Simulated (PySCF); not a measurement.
# Ce2S3: other functionals and bases at one geometry

Aim: see how levels, charges and forces of Ce2S3 depend on the level of theory. It is a constructed species; whether it can be made isn't addressed.

Method: several levels, as the steps say, no spin–orbit coupling; program: PySCF 2.14.0.

5 further runs of the same task are left out: 1 for a known fault of the program, 4 that didn't finish.

## Step 1: Where the work starts

5 atoms, charge 0, spin multiplicity 1.

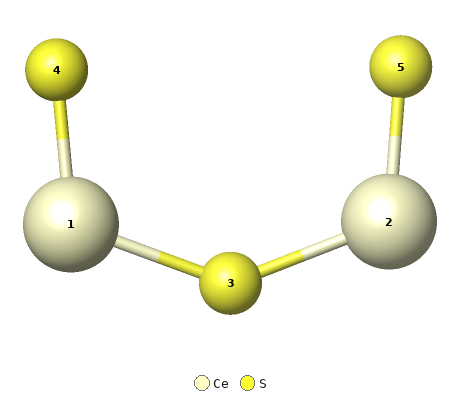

The geometry (cerium light yellow, sulfur yellow); atoms are numbered from 1 in the order of the file.

Geometry (Å):

```xyz
5
charge 0, multiplicity 1
Ce    0.2677    0.6427    2.5059
Ce    0.2677    0.6427   -2.5059
S     0.6305    1.5136    0.0000
S    -0.6631   -1.5918    2.7109
S    -0.6631   -1.5918   -2.7109
```

Formal oxidation states: Ce +3. Each metal's 1 4f electrons lie in its core potential, so multiplicities, spins and levels count the valence alone. An earlier session relaxed this geometry at BP86, Ce lcecp-1-SVP with ECP47, S def2-SVP (singlet, point group C2v).

At BP86 on the finer grid: E = -1259.127718 Eh, HOMO -4.58 eV, LUMO -2.66 eV, Mulliken charge on Ce1 +0.59 e, largest force component 0.013 eV/Å. 

Levels to run: TPSSh; wB97X; CAM-B3LYP; B3LYP; BP86, TZVP. Hardware: 2 threads of Arm Neoverse V1, shared host.

## Step 2: TPSSh

Input file run.py (the lines that set the calculation):

```python
mol = gto.M(atom='''
Ce     0.26772     0.64273     2.50587
Ce     0.26772     0.64273    -2.50587
S      0.63047     1.51360     0.00000
S     -0.66305    -1.59183     2.71090
S     -0.66305    -1.59183    -2.71090''',
    basis={'Ce': 'lcecp-1-SVP', 'S': 'def2-SVP'},
    ecp={'Ce': 'lcecp-1-SVP'},
    charge=0, spin=0)
mf = dft.RKS(mol, xc='TPSSH')
mf.grids.atom_grid = (75, 302)  # f atoms: unpruned, at least (60, 302)
mf = mf.density_fit()  # fitting sets: Ce AutoAux, S def2-universal-JKFIT
mf.conv_tol = 1e-08; mf.max_cycle = 55
mf.kernel(dm0)  # dm0: the density of the relaxed state
```

The run is started by

```
$ OMP_NUM_THREADS=2 python run.py
```

## Step 3: wB97X

run.py (the lines that set the calculation), as its differences from that of step 2:

```diff
@@ -9,3 +9,3 @@
     charge=0, spin=0)
-mf = dft.RKS(mol, xc='TPSSH')
+mf = dft.RKS(mol, xc='WB97X')
 mf.grids.atom_grid = (75, 302)  # f atoms: unpruned, at least (60, 302)
```

## Step 4: CAM-B3LYP

run.py (the lines that set the calculation), as its differences from that of step 3:

```diff
@@ -9,3 +9,3 @@
     charge=0, spin=0)
-mf = dft.RKS(mol, xc='WB97X')
+mf = dft.RKS(mol, xc='CAMB3LYP')
 mf.grids.atom_grid = (75, 302)  # f atoms: unpruned, at least (60, 302)
```

## Step 5: B3LYP

run.py (the lines that set the calculation), as its differences from that of step 4:

```diff
@@ -9,3 +9,3 @@
     charge=0, spin=0)
-mf = dft.RKS(mol, xc='CAMB3LYP')
+mf = dft.RKS(mol, xc='B3LYP')
 mf.grids.atom_grid = (75, 302)  # f atoms: unpruned, at least (60, 302)
```

## Step 6: BP86, TZVP

Basis: Ce lcecp-1-TZVP with ECP47, S def2-TZVP. 

Input file run.py (the lines that set the calculation):

```python
mol = gto.M(atom='''
Ce     0.26772     0.64273     2.50587
Ce     0.26772     0.64273    -2.50587
S      0.63047     1.51360     0.00000
S     -0.66305    -1.59183     2.71090
S     -0.66305    -1.59183    -2.71090''',
    basis={'Ce': 'lcecp-1-TZVP', 'S': 'def2-TZVP'},
    ecp={'Ce': 'lcecp-1-TZVP'},
    charge=0, spin=0)
mf = dft.RKS(mol, xc='B88,P86')
mf.grids.atom_grid = (75, 302)  # f atoms: unpruned, at least (60, 302)
mf = mf.density_fit()  # fitting sets: Ce AutoAux, S def2-universal-JKFIT
mf.conv_tol = 1e-08; mf.max_cycle = 55
mf.kernel(dm0)  # dm0: free metal ions and neutral atoms
```

Q: Predict the outcome of this session. Wanted: for each run, HOMO; gap; charge on Ce1; dipole; largest force.

The runs gave:

| level | state | HOMO (eV) | gap (eV) | charge on Ce1 (e) | dipole (D) | largest force (eV/Å) | basis functions | time |
| --- | --- | --- | --- | --- | --- | --- | --- | --- |
| BP86 (relaxed here) | singlet | -4.58 | 1.92 | 0.59 | 11.46 | 0.01 | 120 | 21 s |
| TPSSh | singlet | -4.89 | 2.56 | 0.74 | 12.54 | 0.13 | 120 | 12 s |
| wB97X | singlet | -7.47 | 6.93 | 0.74 | 13.86 | 0.76 | 120 | 14 s |
| CAM-B3LYP | singlet | -6.51 | 4.96 | 0.69 | 13.18 | 0.48 | 120 | 14 s |
| B3LYP | singlet | -5.19 | 2.78 | 0.65 | 12.23 | 0.12 | 120 | 9 s |
| BP86, TZVP | singlet | -4.59 | 1.92 | 0.96 | 12.13 | 0.09 | 205 | 25 s |

Times are on 2 threads of Arm Neoverse V1, shared host; the first row also made further properties.

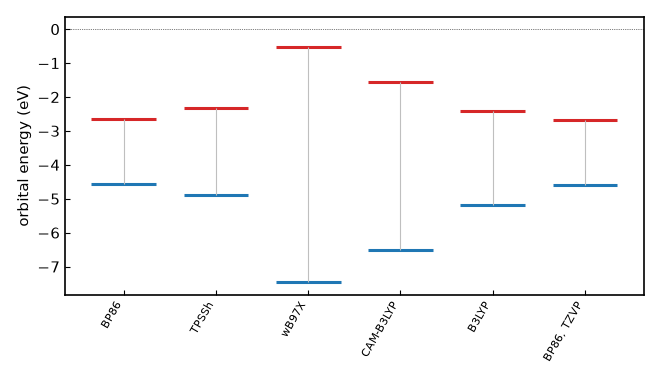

Highest filled and lowest empty level, method by method.

In one basis the HOMO–LUMO gap runs from 1.92 eV (BP86) to 6.93 eV (wB97X). The largest leftover force, 0.76 eV/Å with wB97X, stands at a geometry relaxed at another level. The Mulliken charge on Ce spans +0.59 to +0.96 e over the levels. With 4f in the core, its levels are missing from HOMO and gap. Total energies of different levels can't be compared. Spin–orbit coupling is left out throughout.
